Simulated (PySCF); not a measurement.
# AlH3Cl− (SMILES [H][Al-]([H])([H])[Cl]) at MP2/STO-3G

What is the energy change on altering one bond length of AlH3Cl− at MP2/STO-3G? 

Program for the calculation: PySCF 2.14.0.

11 further runs of the same task are left out: 2 that didn't finish, 9 set aside as unsound or not needed.

## (1) Starting point

AlH3Cl−: 5 atoms, total charge -1, spin state singlet. SMILES: `[H][Al-]([H])([H])[Cl]`. Geometry: a GFN2-xTB relaxation, a rough one for these elements and not checked as a minimum.

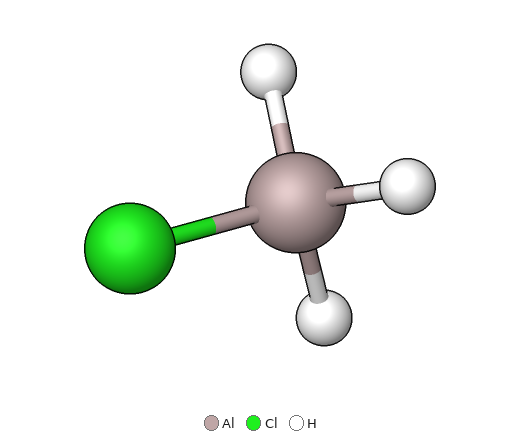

Viewed from a chosen angle; aluminium light grey, chlorine green, hydrogen white.

## (2) The energy at MP2/STO-3G

Contents of job.py:

```python
# [AlClH3]-
from pyscf import gto, mp

molecule = gto.M(
    atom=[
    ('Al', (-0.002450, 0.000420, -0.134210)),
    ('Cl', (0.013850, -0.018360, 1.961810)),
    ('H', (1.532100, 0.011680, -0.616990)),
    ('H', (-0.775390, 1.334390, -0.590440)),
    ('H', (-0.768110, -1.328130, -0.620160)),
],
    max_memory=1860,
    verbose=4,
    basis='sto-3g',
    charge=-1,
    spin=0,
)

mf = molecule.RHF()
mf.conv_tol = 1e-10
mf.kernel()
if not mf.converged:
    mf = mf.newton().run(mf.mo_coeff, mf.mo_occ)

pt = mp.MP2(mf, frozen=10).run()
e_final = pt.e_tot
print('E = %.10f Eh' % e_final)
```

Launch:

```bash
$ OMP_NUM_THREADS=1 python job.py
```

The log of the run:

```text
PySCF version 2.14.0

[INPUT] num. atoms = 5
[INPUT] num. electrons = 34
[INPUT] charge = -1
[INPUT] spin (= nelec alpha-beta = 2S) = 0
[INPUT] symmetry False subgroup None
[INPUT] Mole.unit = angstrom
[INPUT] Symbol           X                Y                Z      unit          X                Y                Z       unit  Magmom
[INPUT]  1 Al    -0.002450000000   0.000420000000  -0.134210000000 AA   -0.004629829005   0.000793684972  -0.253620143178 Bohr   0.0
[INPUT]  2 Cl     0.013850000000  -0.018360000000   1.961810000000 AA    0.026172706825  -0.034695371647   3.707283608433 Bohr   0.0
[INPUT]  3 H      1.532100000000   0.011680000000  -0.616990000000 AA    2.895249395446   0.022072001135  -1.165942121595 Bohr   0.0
[INPUT]  4 H     -0.775390000000   1.334390000000  -0.590440000000 AA   -1.465274739727   2.521631643358  -1.115769892988 Bohr   0.0
[INPUT]  5 H     -0.768110000000  -1.328130000000  -0.620160000000 AA   -1.451517533540  -2.509801957819  -1.171932553410 Bohr   0.0

nuclear repulsion = 78.2294551905008
number of shells = 13
number of NR pGTOs = 63
number of NR cGTOs = 21
basis = sto-3g
ecp = {}

******** <class 'pyscf.scf.hf.RHF'> ********
method = RHF
initial guess = minao
damping factor = 0
level_shift factor = 0
DIIS = <class 'pyscf.scf.diis.CDIIS'>
diis_start_cycle = 1
diis_space = 8
diis_damp = 0
SCF conv_tol = 1e-10
SCF conv_tol_grad = None
SCF max_cycles = 50
direct_scf = True
direct_scf_tol = 1e-13
Set gradient conv threshold to 1e-05
Initial guess from minao.
init E= -694.572892643648
  HOMO = -0.312609128964192  LUMO = 0.297471776119286  gap/eV = 16.60115
cycle= 1 E= -695.297433989837  delta_E= -0.725  |g|= 0.14  |ddm|= 2.05
  HOMO = -0.0762305639749002  LUMO = 0.729825393168924  gap/eV = 21.93390
cycle= 2 E= -695.30889756955  delta_E= -0.0115  |g|= 0.0322  |ddm|= 0.301
  HOMO = -0.0776587098265352  LUMO = 0.742639412848614  gap/eV = 22.32145
cycle= 3 E= -695.309588355477  delta_E= -0.000691  |g|= 0.00354  |ddm|= 0.0846
  HOMO = -0.0782816094057254  LUMO = 0.741437072564701  gap/eV = 22.30568
cycle= 4 E= -695.309595774424  delta_E= -7.42e-06  |g|= 0.000305  |ddm|= 0.00905
  HOMO = -0.0782955973398929  LUMO = 0.741446161647172  gap/eV = 22.30631
cycle= 5 E= -695.309595832144  delta_E= -5.77e-08  |g|= 2.95e-05  |ddm|= 0.00082
  HOMO = -0.0782969377002509  LUMO = 0.741451659432729  gap/eV = 22.30650
cycle= 6 E= -695.309595832707  delta_E= -5.63e-10  |g|= 3.72e-06  |ddm|= 8.3e-05
  HOMO = -0.0782966238498244  LUMO = 0.741451690475321  gap/eV = 22.30649
cycle= 7 E= -695.309595832715  delta_E= -8.07e-12  |g|= 2.8e-07  |ddm|= 1.06e-05
  HOMO = -0.078296684183577  LUMO = 0.741451612167663  gap/eV = 22.30649
Extra cycle  E= -695.309595832716  delta_E= -5.68e-13  |g|= 5.53e-08  |ddm|= 4.98e-07
converged SCF energy = -695.309595832716

******** <class 'pyscf.mp.mp2.RMP2'> ********
nocc = 7, nmo = 11
frozen orbitals 10
E(RMP2) = -695.345913955263  E_corr = -0.0363181225477536
E(SCS-RMP2) = -695.352199270226  E_corr = -0.0426034375108977
E_corr(same-spin) = -0.00112881870739225
E_corr(oppo-spin) = -0.0351893038403613
E = -695.3459139553 Eh
```

Run time: 1.1 s. Hardware: 1 thread of Intel Xeon Platinum 8259CL at 2.50GHz (Skylake/Cascade Lake), shared host; peak memory 0.12 GiB.

## (3) The distorted shape, same level

Contents of calc.py:

```python
from pyscf import gto, scf, mp

mol = gto.M(
    atom=[
    ('Al', (-0.005710, 0.004176, -0.553413)),
    ('Cl', (0.013850, -0.018360, 1.961810)),
    ('H', (1.528840, 0.015436, -1.036193)),
    ('H', (-0.778650, 1.338146, -1.009643)),
    ('H', (-0.771370, -1.324374, -1.039363)),
],
    charge=-1,
    basis='sto-3g',
    max_memory=1860,
    verbose=3,
)

mf = scf.RHF(mol)
mf.conv_tol = 1e-10
mf.kernel()
if not mf.converged:
    mf = mf.newton().run(mf.mo_coeff, mf.mo_occ)

pt = mp.MP2(mf, frozen=10).run()
energy = pt.e_tot
print('Final energy', energy)
```

Launch:

```bash
$ OMP_NUM_THREADS=1 python calc.py
```

The log of the run:

```text
converged SCF energy = -695.290698172912
E(RMP2) = -695.328085591471  E_corr = -0.0373874185589433
E(SCS-RMP2) = -695.334742485812  E_corr = -0.044044312900129
Final energy -695.3280855914708
```

Wall time 0.89 s (1 thread of Intel Xeon Platinum 8259CL at 2.50GHz (Skylake/Cascade Lake), shared host); peak memory 0.12 GiB.

## (4) Outcome

At MP2/STO-3G, 10 core orbitals frozen:

| quantity | value |
| --- | --- |
| first shape: total energy | -695.34591 Eh |
| first shape: HOMO energy (Hartree–Fock orbitals) | -2.13 eV |
| first shape: LUMO energy (Hartree–Fock orbitals) | 20.18 eV |
| first shape: HOMO–LUMO gap (to an unbound level, set by the basis) | 22.31 eV |
| first shape: correlation energy (10 core orbitals frozen) | -36.3 mEh |
| distorted shape: total energy | -695.32809 Eh |
| distorted shape: HOMO energy (Hartree–Fock orbitals) | -2.17 eV |
| distorted shape: LUMO energy (Hartree–Fock orbitals) | 16.02 eV |
| distorted shape: HOMO–LUMO gap (to an unbound level, set by the basis) | 18.18 eV |
| distorted shape: correlation energy (10 core orbitals frozen) | -37.4 mEh |
| energy change with the Al1–Cl2 bond stretched from 2.096 to 2.515 Å | 0.485 eV |

With the Al1–Cl2 bond stretched from 2.096 to 2.515 Å the energy rises by 0.49 eV (11.2 kcal/mol). The first shape isn't relaxed at this level, so the change isn't measured from a minimum. The minimal basis adds a large error of its own. Mulliken charges (distorted shape) of the mean-field density run from -0.74 on Cl2 to +0.82 on Al1; they depend strongly on the basis.
